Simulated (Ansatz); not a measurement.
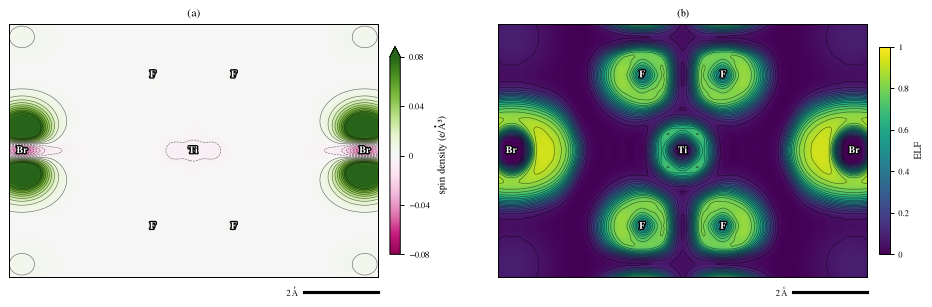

*TiBrF4. (a) magnetisation density (up minus down); (b) ELF on the (110) plane of the conventional cell.*

Space group P6/mmm; a structure generated by program, which may or may not match a known phase; spin-polarised.

Level of theory: Ansatz 0.2.0, DFT PBE, scalar-relativistic, plane waves, PAW.

Core electrons are frozen (PAW), and the valence fields are smoothed inside the atomic spheres.

```cif
data_structure
_symmetry_space_group_name_H-M 'P 1'
_symmetry_Int_Tables_number 1
_cell_length_a 3.5485
_cell_length_b 3.5485
_cell_length_c 9.2677
_cell_angle_alpha 90.000
_cell_angle_beta 90.000
_cell_angle_gamma 120.000
_cell_volume 101.06
loop_
_atom_site_label
_atom_site_type_symbol
_atom_site_fract_x
_atom_site_fract_y
_atom_site_fract_z
_atom_site_occupancy
Ti1 Ti 0.00000 0.00000 0.50000 1
Br1 Br 0.00000 0.00000 0.00000 1
F1 F 0.33333 0.66667 0.61826 1
F2 F 0.33333 0.66667 0.38174 1
F3 F 0.66667 0.33333 0.61826 1
F4 F 0.66667 0.33333 0.38174 1
```

Describe what can be read from this map.

Answer.
- Atoms in the plane: Ti, Br and F.
- Ti–F (2.32 Å): the ELF is about 0.15 at the midpoint: no shared electron pair shows on this line.
- The features right at Ti lie inside the PAW spheres, where the map follows smoothed inner orbitals and isn't to be read closely.
- The spin density sits on Br: +0.5 μB in one cell of 6 atoms: parallel main moments, as they must be, since the calculation's own cell holds one magnetic site. The cell of the calculation (6 atoms) carries 0.6 μB of net spin moment.
